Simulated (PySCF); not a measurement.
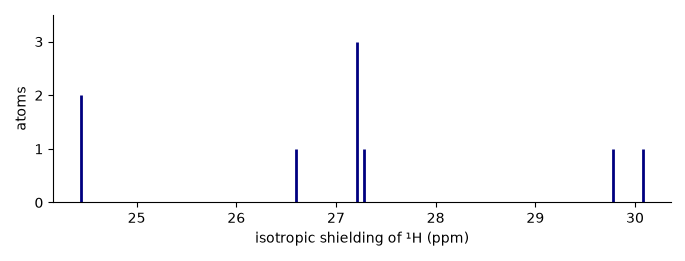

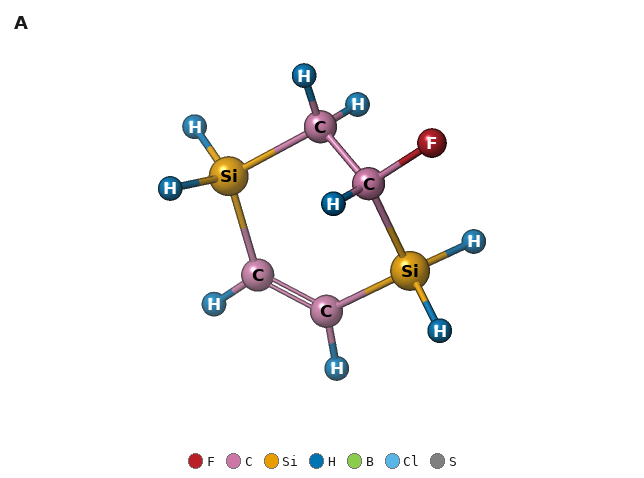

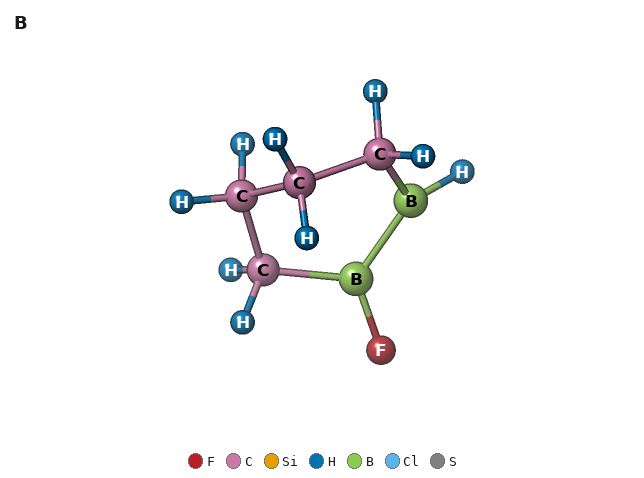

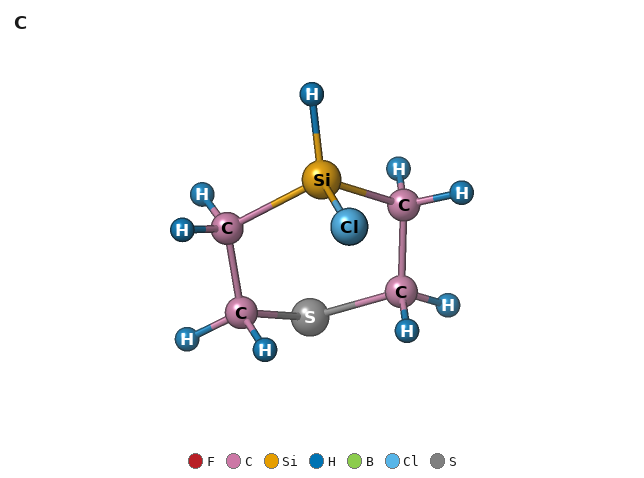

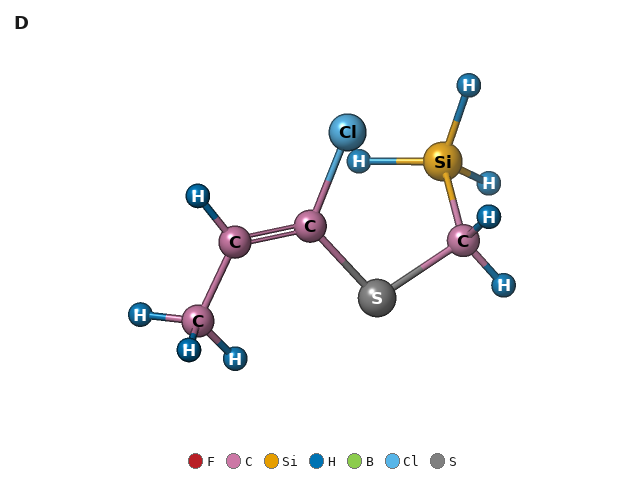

The sticks are computed shieldings of one of the molecules, for one fixed geometry (GFN2-xTB) without averaging over rotations. Low shielding means a high chemical shift. Method: GIAO PBE0/pcSseg-1 NMR shielding, non-relativistic, gas phase (PySCF 2.14.0).

Match the spectrum to a structure.

Answer. A, `F[C@H]1C[SiH2]C=C[SiH2]1`. Its 9 H atoms give lines at 24.44 (2 atoms), 26.60, 27.21 (3 atoms), 27.29, 29.78, 30.08 ppm.

The geometry is semi-empirical. Around B, Si such bond lengths and angles can be off by a tenth of an ångström or more and by several degrees, and values that hang on the shape move with them.
